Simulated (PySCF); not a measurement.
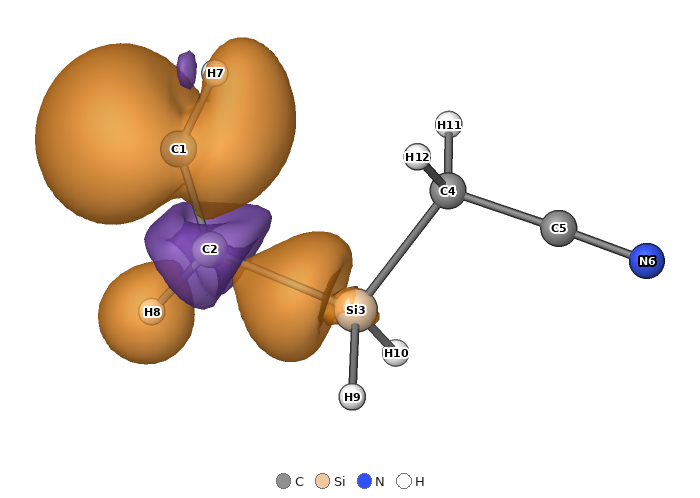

C$_{4}$H$_{6}$NSi (SMILES [H]/[C]=C\[SiH2]CC#N) (doublet). Isosurfaces of the spin density at +0.015 (orange) and −0.015 e/Å³ (purple), seen at a tilt.

Geometry: GFN2-xTB.

Theory: UKS B3LYP, pcH-1 on C H N Si, non-relativistic, mean-field spin-orbit, GIAO (PySCF).

```xyz
12

C     2.2391   -1.0870    0.0354
C     1.8852    0.0392   -0.4740
Si    0.1278    0.8338   -0.4666
C    -1.0192   -0.3998    0.4512
C    -2.3527    0.1057    0.4988
N    -3.4130    0.5359    0.5204
H     1.7811   -1.8869    0.5730
H     2.6033    0.6691   -0.9843
H     0.1728    2.1061    0.2560
H    -0.3259    1.0068   -1.8475
H    -1.0292   -1.3640   -0.0605
H    -0.6682   -0.5595    1.4722
```

**Where is the unpaired spin?**

The unpaired spin (1 electron) lies mostly on C1 (about 0.8) and Si3 (about 0.1), in electrons by Hirshfeld's partition.
